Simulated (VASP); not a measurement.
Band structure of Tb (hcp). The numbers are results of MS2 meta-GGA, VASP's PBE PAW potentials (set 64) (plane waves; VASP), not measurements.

The 4f electrons are frozen in the core of the lanthanide potential, so 4f levels, which can set the real gap, and their magnetism are missing.

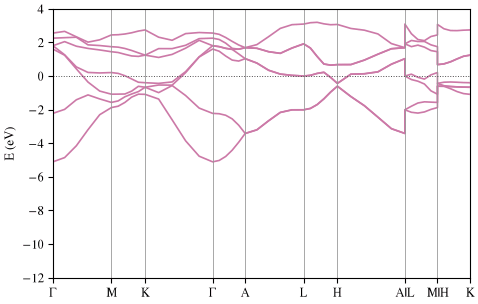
*Bands along high-symmetry lines, zero at the valence-band maximum or, without a gap, the Fermi level*

### Question
Read the plot: is there a gap, and where are the band edges?

### Answer
It has no gap at this level: it comes out as a metal or semimetal.

The compound is Tb in the hcp structure. It was relaxed first.
